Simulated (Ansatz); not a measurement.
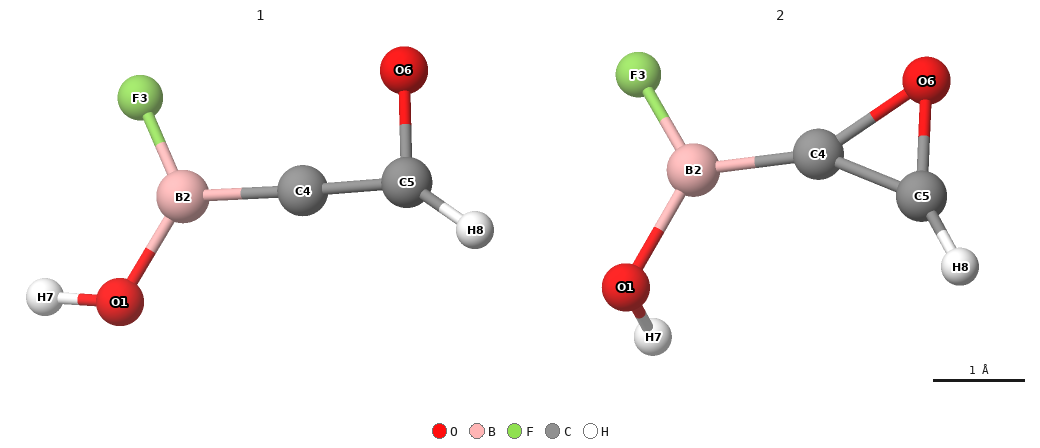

Two geometries of C2H2BFO2, drawn at one scale. One is the start of a relaxation, the other its converged end. Style: ball-and-stick. Shown at a tilt.

Level of theory: RKS PBE0-D4/def2-SVPD (Ansatz 0.2.0). Set-up: no spin polarisation; force threshold 0.015 eV/Å; at most 40 steps.

**Which of the two is the end point?**

Structure 1 is the relaxed one. The run prepares an end point of a later path (torsion) calculation, from a guessed geometry. Over 12 geometry steps the energy falls by 45.7 kcal/mol. The largest force component goes from 6.5 to 0.011 eV/Å. H7 moves most after the best rigid fit: 1.06 Å. By element the largest moves are H 1.06 Å, C 0.42 Å, O 0.41 Å, F 0.35 Å, B 0.32 Å. Near-neighbour distances that change, for instance: C4–O6 1.446 → 1.743 Å, O1–B2 1.509 → 1.353 Å, C4–C5 1.422 → 1.306 Å, C5–O6 1.400 → 1.303 Å. Among the angles between lasting bonds that change: B2–C4–C5 151.8° → 178.4°, C4–C5–O6 61.6° → 83.8°, O6–C5–H8 151.7° → 130.2°. Groups turn about O1–B2 by about 90°. Cost: 54 s on 2 threads of Arm Neoverse V1 (shared host), peak memory 0.32 GiB.
